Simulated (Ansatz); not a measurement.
Geometry relaxation, with input and output: Al₁₈W (part 3 of 3)

Continued. System: Al₁₈W (slab, 19 atoms in the cell). Method: DFT PBE-D3(BJ), scalar-relativistic, plane waves, PAW, PAW set soft_1, no spin polarisation (Ansatz 0.2.0); cutoff 420 eV, 4×3×1 k-mesh, Gaussian smearing of 0.1 eV. The input holds or restrains some coordinates. Forces given for the steps count only the free coordinates. It belongs to a series of runs on one base structure; here: end point B relaxed.

Geometry of the input (Å; fractional positions):
```
5.7276  0.0000  0.0000
4.2957  7.4403  0.0000
0.0000  0.0000  17.6765
Al 0.1667  0.1111  0.0566
Al 0.6667  0.1111  0.0566
Al 0.1667  0.4444  0.0566
Al 0.6667  0.4444  0.0566
Al 0.1667  0.7778  0.0566
Al 0.6667  0.7778  0.0566
Al -0.1667  0.2222  0.1889
Al 0.3333  0.2222  0.1889
Al -0.1667  0.5556  0.1889
Al 0.3333  0.5556  0.1889
Al -0.1667  0.8889  0.1889
Al 0.3333  0.8889  0.1889
Al 0.0000  0.0000  0.3211
Al 0.5000  0.0000  0.3211
Al -0.0000  0.3333  0.3211
Al 0.5000  0.3333  0.3211
Al -0.0000  0.6667  0.3211
Al 0.5000  0.6667  0.3211
W  0.1667  1.1111  0.4563
```

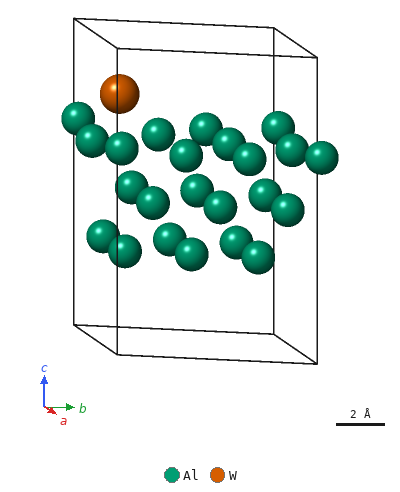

Figure 1. The geometry at step 13 of the log (spheres-only view of the cell of the calculation, with the vacuum cut short, seen slightly off an axis).

Trajectory as extended XYZ, continued
```
19
Lattice="5.7276 0.0000 0.0000 4.2957 7.4403 0.0000 0.0000 0.0000 17.6765" Properties=species:S:1:pos:R:3:forces:R:3 step=8 energy=-20056.63957
Al    1.4319    0.8267    1.0000    0.0838   0.0129  -0.0239
Al    4.2957    0.8267    1.0000   -0.0579  -0.0123  -0.0897
Al    2.8638    3.3068    1.0000    0.0201  -0.0169   0.0561
Al    5.7276    3.3068    1.0000   -0.0029   0.0468  -0.0580
Al    4.2957    5.7869    1.0000    0.0657  -0.0800   0.0546
Al    7.1595    5.7869    1.0000   -0.0755   0.0432  -0.0902
Al   -0.0267    1.6596    3.2721    0.0065  -0.0163  -0.0333
Al    2.8695    1.6537    3.3553    0.0057  -0.0002   0.0120
Al    1.4341    4.1519    3.3052    0.0124   0.0054  -0.0152
Al    4.2934    4.0822    3.4206   -0.0028   0.0007  -0.0235
Al    2.8744    6.6021    3.2892    0.0232   0.0093   0.0161
Al    5.7145    6.5969    3.2769    0.0029  -0.0158   0.0048
Al   -0.0489    0.0400    5.5477    0.0127   0.0621   0.0117
Al    2.8657   -0.1252    5.5148   -0.0502  -0.0380   0.0850
Al    1.2086    2.7142    5.5364   -0.1307  -0.1103   0.0040
Al    3.9689    2.2029    6.3841   -0.3397  -0.0537   0.1026
Al    2.8629    4.9338    5.6357   -0.0032  -0.0071   0.0081
Al    5.6204    5.0636    5.7732   -0.0126  -0.0014  -0.0596
W     5.8092    8.4553    7.2734    0.4413   0.1705   0.0430
19
Lattice="5.7276 0.0000 0.0000 4.2957 7.4403 0.0000 0.0000 0.0000 17.6765" Properties=species:S:1:pos:R:3:forces:R:3 step=9 energy=-20056.71526
Al    1.4319    0.8267    1.0000    0.1166  -0.0047  -0.0304
Al    4.2957    0.8267    1.0000   -0.0854  -0.0316  -0.0758
Al    2.8638    3.3068    1.0000    0.0246  -0.0152   0.0505
Al    5.7276    3.3068    1.0000    0.0072   0.0665  -0.0795
Al    4.2957    5.7869    1.0000    0.0719  -0.0870   0.0791
Al    7.1595    5.7869    1.0000   -0.0795   0.0663  -0.0673
Al   -0.0235    1.6509    3.2542    0.0139  -0.0070   0.0132
Al    2.8728    1.6463    3.3819   -0.0092   0.0115   0.0028
Al    1.4415    4.1497    3.3025    0.0117   0.0041  -0.0087
Al    4.2940    4.0713    3.4181   -0.0078   0.0192  -0.0309
Al    2.8895    6.6088    3.3051    0.0060   0.0007   0.0094
Al    5.7207    6.5970    3.2830    0.0054  -0.0289   0.0003
Al   -0.0257    0.0933    5.5764    0.0049   0.0476   0.0282
Al    2.8684   -0.1587    5.5347   -0.0289   0.0097   0.1296
Al    1.1311    2.7278    5.5369   -0.0929  -0.1297   0.0441
Al    3.8325    2.1662    6.5237    0.0512   0.1364  -0.1555
Al    2.8598    4.9242    5.6367   -0.0168  -0.0198   0.0205
Al    5.5954    5.0727    5.7473   -0.0203   0.0116  -0.0632
W     5.8822    8.5200    7.2930    0.0258  -0.0506   0.1340
19
Lattice="5.7276 0.0000 0.0000 4.2957 7.4403 0.0000 0.0000 0.0000 17.6765" Properties=species:S:1:pos:R:3:forces:R:3 step=10 energy=-20056.76898
Al    1.4319    0.8267    1.0000    0.1069  -0.0089   0.0235
Al    4.2957    0.8267    1.0000   -0.0741  -0.0342  -0.0124
Al    2.8638    3.3068    1.0000    0.0008  -0.0105   0.0611
Al    5.7276    3.3068    1.0000    0.0128   0.0557  -0.0548
Al    4.2957    5.7869    1.0000    0.0533  -0.0806   0.0782
Al    7.1595    5.7869    1.0000   -0.0663   0.0509  -0.0269
Al   -0.0276    1.6420    3.2668    0.0138   0.0031   0.0294
Al    2.8604    1.6447    3.4091   -0.0049   0.0021   0.0003
Al    1.4327    4.1384    3.3104   -0.0209  -0.0161  -0.0014
Al    4.2753    4.0792    3.3865   -0.0260  -0.0041   0.0003
Al    2.8925    6.6116    3.3321   -0.0237   0.0067   0.0162
Al    5.7256    6.5913    3.3023    0.0258   0.0301  -0.0120
Al   -0.0194    0.1183    5.6440    0.0043  -0.0267   0.0238
Al    2.8780   -0.1739    5.5996   -0.0330  -0.0227   0.0314
Al    1.0702    2.6980    5.5722   -0.1624  -0.0136   0.0032
Al    3.7646    2.2653    6.3719    0.0245   0.0233  -0.0742
Al    2.8304    4.9019    5.6407   -0.0215   0.0617  -0.0124
Al    5.5641    5.0686    5.6914    0.0278  -0.0546  -0.0070
W     5.9253    8.5344    7.3485    0.1630   0.0384  -0.0658
19
Lattice="5.7276 0.0000 0.0000 4.2957 7.4403 0.0000 0.0000 0.0000 17.6765" Properties=species:S:1:pos:R:3:forces:R:3 step=11 energy=-20056.81244
Al    1.4319    0.8267    1.0000    0.0892  -0.0084   0.0159
Al    4.2957    0.8267    1.0000   -0.0591  -0.0217  -0.0146
Al    2.8638    3.3068    1.0000    0.0294   0.0064   0.0491
Al    5.7276    3.3068    1.0000   -0.0267   0.0455  -0.0349
Al    4.2957    5.7869    1.0000    0.0347  -0.0920   0.0893
Al    7.1595    5.7869    1.0000   -0.0547   0.0407  -0.0320
Al   -0.0387    1.6332    3.2740    0.0125  -0.0044   0.0166
Al    2.8448    1.6385    3.3920   -0.0351   0.0079  -0.0079
Al    1.4236    4.1398    3.2989   -0.0388  -0.0144  -0.0086
Al    4.2592    4.0672    3.3951   -0.0307   0.0092  -0.0382
Al    2.9012    6.6129    3.3374   -0.0113  -0.0029  -0.0001
Al    5.7245    6.5916    3.3038    0.0066   0.0111   0.0044
Al    0.0247    0.1275    5.6943    0.0174  -0.0471   0.0301
Al    2.8986   -0.1759    5.5916   -0.0589  -0.0131   0.0466
Al    1.0276    2.7125    5.5505   -0.1082  -0.0578   0.0520
Al    3.7833    2.3295    6.1834    0.0341   0.0087  -0.0174
Al    2.8102    4.9289    5.6380   -0.0241   0.0470  -0.0078
Al    5.5470    5.0593    5.6744    0.0186   0.0206  -0.0182
W     6.0268    8.6066    7.3257    0.2044   0.0645  -0.1241
19
Lattice="5.7276 0.0000 0.0000 4.2957 7.4403 0.0000 0.0000 0.0000 17.6765" Properties=species:S:1:pos:R:3:forces:R:3 step=12 energy=-20056.86702
Al    1.4319    0.8267    1.0000    0.0583  -0.0124   0.0063
Al    4.2957    0.8267    1.0000   -0.0407   0.0022  -0.0089
Al    2.8638    3.3068    1.0000    0.0270   0.0143   0.0098
Al    5.7276    3.3068    1.0000   -0.0770   0.0179  -0.0204
Al    4.2957    5.7869    1.0000    0.0201  -0.0905   0.0848
Al    7.1595    5.7869    1.0000   -0.0569   0.0244  -0.0029
Al   -0.0603    1.6185    3.2935   -0.0362   0.0152   0.0340
Al    2.8036    1.6377    3.3778   -0.0184   0.0035   0.0007
Al    1.3855    4.1306    3.2923   -0.0432  -0.0087  -0.0043
Al    4.2194    4.0648    3.3693   -0.0146   0.0194  -0.0029
Al    2.9035    6.6121    3.3411   -0.0285  -0.0153  -0.0323
Al    5.7158    6.5923    3.3092    0.0007  -0.0030  -0.0184
Al    0.0908    0.1198    5.7839    0.0634   0.0224   0.0588
Al    2.9279   -0.1870    5.5859   -0.0119   0.0420  -0.0194
Al    0.9645    2.7094    5.5558    0.0868  -0.0566   0.0931
Al    3.8407    2.4004    6.0090    0.0149  -0.0256  -0.0363
Al    2.7843    4.9475    5.6289    0.0043  -0.0470   0.0035
Al    5.5306    5.0583    5.6281   -0.0044  -0.0269  -0.0147
W     6.2021    8.6898    7.2999    0.0561   0.1247  -0.1338
19
Lattice="5.7276 0.0000 0.0000 4.2957 7.4403 0.0000 0.0000 0.0000 17.6765" Properties=species:S:1:pos:R:3:forces:R:3 step=13 energy=-20056.91267
Al    1.4319    0.8267    1.0000    0.0127  -0.0220  -0.0012
Al    4.2957    0.8267    1.0000   -0.0198   0.0307  -0.0132
Al    2.8638    3.3068    1.0000    0.0249   0.0225  -0.0144
Al    5.7276    3.3068    1.0000   -0.1254  -0.0103  -0.0033
Al    4.2957    5.7869    1.0000    0.0272  -0.0953   0.0578
Al    7.1595    5.7869    1.0000   -0.0768   0.0138  -0.0140
Al   -0.1026    1.6213    3.3332   -0.0074  -0.0028   0.0314
Al    2.7650    1.6406    3.3605   -0.0326   0.0101  -0.0258
Al    1.3454    4.1278    3.2802    0.0022  -0.0064  -0.0048
Al    4.1859    4.0730    3.3575    0.0004   0.0340  -0.0748
Al    2.8902    6.6033    3.3237   -0.0231  -0.0260   0.0009
Al    5.7001    6.5931    3.3034   -0.0226   0.0203   0.0399
Al    0.1854    0.1366    5.8714    0.0280   0.0317   0.0516
Al    2.9652   -0.1782    5.5611    0.0249  -0.0205   0.0379
Al    1.0101    2.7205    5.5547    0.1061  -0.0576   0.0483
Al    3.9396    2.4308    5.8532    0.0158  -0.0324   0.0421
Al    2.7808    4.9408    5.6264    0.0016   0.0016   0.0115
Al    5.5303    5.0394    5.5946   -0.0178   0.0535  -0.0132
W     6.3745    8.7805    7.2755    0.0811   0.0549  -0.1579
19
Lattice="5.7276 0.0000 0.0000 4.2957 7.4403 0.0000 0.0000 0.0000 17.6765" Properties=species:S:1:pos:R:3:forces:R:3 step=14 energy=-20056.94440
Al    1.4319    0.8267    1.0000   -0.0266  -0.0676  -0.0040
Al    4.2957    0.8267    1.0000    0.0072   0.0422   0.0245
Al    2.8638    3.3068    1.0000    0.0079   0.0181  -0.0924
Al    5.7276    3.3068    1.0000   -0.1353  -0.0396  -0.0012
Al    4.2957    5.7869    1.0000    0.0707  -0.0465   0.0291
Al    7.1595    5.7869    1.0000   -0.1199   0.0362   0.0013
Al   -0.1308    1.6246    3.3820   -0.0078   0.0060  -0.0467
Al    2.7370    1.6536    3.3445    0.0343   0.0007   0.0615
Al    1.3344    4.1333    3.2676    0.0050   0.0176   0.0065
Al    4.1795    4.1029    3.3032    0.0428  -0.0024   0.0643
Al    2.8732    6.5896    3.3172   -0.0300   0.0127  -0.0709
Al    5.6804    6.6193    3.3289    0.0149  -0.0169  -0.0513
Al    0.2729    0.1748    5.9679    0.0940   0.0407   0.0388
Al    3.0377   -0.1998    5.5653   -0.0421   0.1056   0.0572
Al    1.0991    2.7370    5.5480    0.0439   0.0018  -0.0074
Al    4.0704    2.4491    5.7544   -0.0417  -0.0217   0.0139
Al    2.8093    4.9266    5.6292    0.0314  -0.0760  -0.0061
Al    5.5418    5.0462    5.5608    0.0213  -0.0244   0.0111
W     6.5557    8.8524    7.2419    0.0293   0.0134  -0.0277
19
Lattice="5.7276 0.0000 0.0000 4.2957 7.4403 0.0000 0.0000 0.0000 17.6765" Properties=species:S:1:pos:R:3:forces:R:3 step=15 energy=-20056.96212
Al    1.4319    0.8267    1.0000    0.0131  -0.0717  -0.0101
Al    4.2957    0.8267    1.0000    0.0043   0.0476   0.0080
Al    2.8638    3.3068    1.0000    0.0634   0.0249  -0.0390
Al    5.7276    3.3068    1.0000   -0.1142  -0.0196   0.0204
Al    4.2957    5.7869    1.0000    0.1004  -0.0660   0.0473
Al    7.1595    5.7869    1.0000   -0.1270   0.0526  -0.0445
Al   -0.0851    1.6217    3.3715    0.0161  -0.0007   0.0258
Al    2.7836    1.6577    3.3721   -0.0010  -0.0135  -0.0121
Al    1.3763    4.1465    3.2573    0.0223  -0.0134   0.0103
Al    4.2333    4.1123    3.3198   -0.0141   0.0273  -0.0303
Al    2.8706    6.5919    3.2990    0.0101   0.0010   0.0389
Al    5.7032    6.6256    3.3370    0.0025   0.0195   0.0302
Al    0.4456    0.2216    6.0235   -0.0677  -0.0509  -0.0192
Al    3.1753   -0.1688    5.6309    0.0221  -0.0083   0.0103
Al    1.1803    2.7584    5.5256   -0.0010  -0.0078   0.0024
Al    4.1785    2.4696    5.7281    0.0571   0.0049  -0.0049
Al    2.8675    4.9046    5.6429    0.0071   0.0209  -0.0073
Al    5.6170    5.0682    5.5731   -0.0023   0.0106  -0.0115
W     6.6832    8.9488    7.2481    0.0084   0.0422  -0.0137
19
Lattice="5.7276 0.0000 0.0000 4.2957 7.4403 0.0000 0.0000 0.0000 17.6765" Properties=species:S:1:pos:R:3:forces:R:3 step=16 energy=-20056.96500
Al    1.4319    0.8267    1.0000    0.0148  -0.0827  -0.0144
Al    4.2957    0.8267    1.0000    0.0191   0.0309   0.0251
Al    2.8638    3.3068    1.0000    0.0723   0.0266  -0.0614
Al    5.7276    3.3068    1.0000   -0.1039  -0.0124   0.0196
Al    4.2957    5.7869    1.0000    0.1029  -0.0387   0.0666
Al    7.1595    5.7869    1.0000   -0.1106   0.0774  -0.0146
Al   -0.0673    1.6281    3.3625   -0.0044   0.0084  -0.0145
Al    2.8040    1.6585    3.3676    0.0066   0.0000   0.0111
Al    1.3984    4.1562    3.2521   -0.0102   0.0081   0.0008
Al    4.2413    4.1321    3.3079    0.0098  -0.0098   0.0197
Al    2.8903    6.6018    3.3277   -0.0085  -0.0019  -0.0219
Al    5.7234    6.6418    3.3488    0.0028  -0.0101  -0.0157
Al    0.4607    0.2165    6.0417    0.0079   0.0202  -0.0002
Al    3.1972   -0.1705    5.6672    0.0158   0.0046  -0.0043
Al    1.1958    2.7529    5.4932   -0.0078   0.0190  -0.0120
Al    4.2207    2.4728    5.7044   -0.0043  -0.0130   0.0096
Al    2.8811    4.8925    5.6725   -0.0044  -0.0225  -0.0237
Al    5.6328    5.0713    5.5600    0.0052  -0.0130   0.0121
W     6.7109    9.0000    7.2343   -0.0031   0.0086   0.0175
19
Lattice="5.7276 0.0000 0.0000 4.2957 7.4403 0.0000 0.0000 0.0000 17.6765" Properties=species:S:1:pos:R:3:forces:R:3 step=17 energy=-20056.96501
Al    1.4319    0.8267    1.0000    0.0148  -0.0827  -0.0144
Al    4.2957    0.8267    1.0000    0.0191   0.0309   0.0251
Al    2.8638    3.3068    1.0000    0.0723   0.0266  -0.0614
Al    5.7276    3.3068    1.0000   -0.1039  -0.0124   0.0197
Al    4.2957    5.7869    1.0000    0.1029  -0.0387   0.0667
Al    7.1595    5.7869    1.0000   -0.1106   0.0774  -0.0146
Al   -0.0673    1.6281    3.3625   -0.0044   0.0084  -0.0144
Al    2.8040    1.6585    3.3676    0.0066   0.0000   0.0111
Al    1.3984    4.1562    3.2521   -0.0102   0.0081   0.0008
Al    4.2413    4.1321    3.3079    0.0098  -0.0098   0.0196
Al    2.8903    6.6018    3.3277   -0.0085  -0.0020  -0.0219
Al    5.7234    6.6418    3.3488    0.0028  -0.0101  -0.0157
Al    0.4607    0.2165    6.0417    0.0079   0.0202  -0.0003
Al    3.1972   -0.1705    5.6672    0.0158   0.0047  -0.0043
Al    1.1958    2.7529    5.4932   -0.0076   0.0189  -0.0119
Al    4.2207    2.4728    5.7044   -0.0046  -0.0131   0.0098
Al    2.8811    4.8925    5.6725   -0.0045  -0.0225  -0.0237
Al    5.6328    5.0713    5.5600    0.0052  -0.0129   0.0121
W     6.7109    9.0000    7.2343   -0.0029   0.0089   0.0176
19
Lattice="5.7276 0.0000 0.0000 4.2957 7.4403 0.0000 0.0000 0.0000 17.6765" Properties=species:S:1:pos:R:3:forces:R:3 step=18 energy=-20056.96587
Al    1.4319    0.8267    1.0000    0.0202  -0.0845  -0.0132
Al    4.2957    0.8267    1.0000    0.0182   0.0323   0.0189
Al    2.8638    3.3068    1.0000    0.0820   0.0280  -0.0545
Al    5.7276    3.3068    1.0000   -0.1029  -0.0082   0.0122
Al    4.2957    5.7869    1.0000    0.1059  -0.0426   0.0663
Al    7.1595    5.7869    1.0000   -0.1118   0.0794  -0.0296
Al   -0.0609    1.6298    3.3590   -0.0037  -0.0024  -0.0035
Al    2.8114    1.6579    3.3732   -0.0003   0.0010   0.0074
Al    1.4021    4.1590    3.2483   -0.0033   0.0001  -0.0030
Al    4.2504    4.1312    3.3100    0.0013  -0.0040  -0.0017
Al    2.8888    6.6018    3.3205    0.0003   0.0042  -0.0035
Al    5.7260    6.6414    3.3493   -0.0033  -0.0022  -0.0076
Al    0.4793    0.2266    6.0346    0.0165  -0.0048  -0.0060
Al    3.2240   -0.1649    5.6765   -0.0045  -0.0059   0.0056
Al    1.2034    2.7612    5.4871   -0.0052  -0.0024  -0.0035
Al    4.2372    2.4718    5.7087   -0.0079   0.0087   0.0014
Al    2.8877    4.8866    5.6541   -0.0062   0.0036   0.0167
Al    5.6419    5.0762    5.5660   -0.0012   0.0013  -0.0021
W     6.7185    9.0125    7.2318    0.0059  -0.0018  -0.0005
```

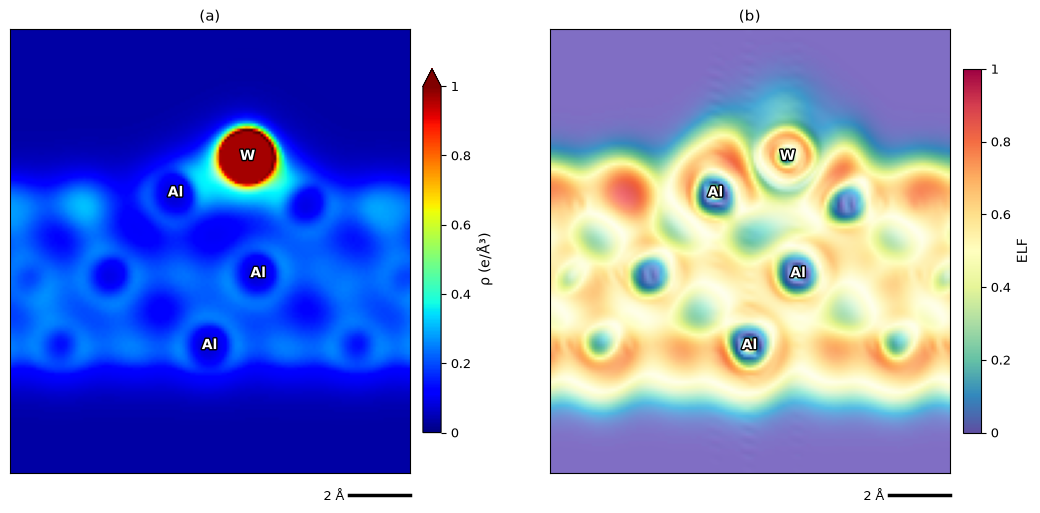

Figure 2. (a) valence charge density (pseudo); (b) ELF on the (11̄0) plane of the calculation cell, a cut from vacuum to vacuum. The section cuts through Al and W sites. Al–W (2.65 Å): ρ at the midpoint is about 0.4 e/Å³; the ELF is about 0.50 at the midpoint (no shared electron pair). The density dies away to nearly zero in the vacuum. The strong features right at W lie inside the PAW spheres (semicore, d or f shells) and say nothing about bonding. In a PAW calculation such maps are meaningful between the atoms, not at the nuclei.
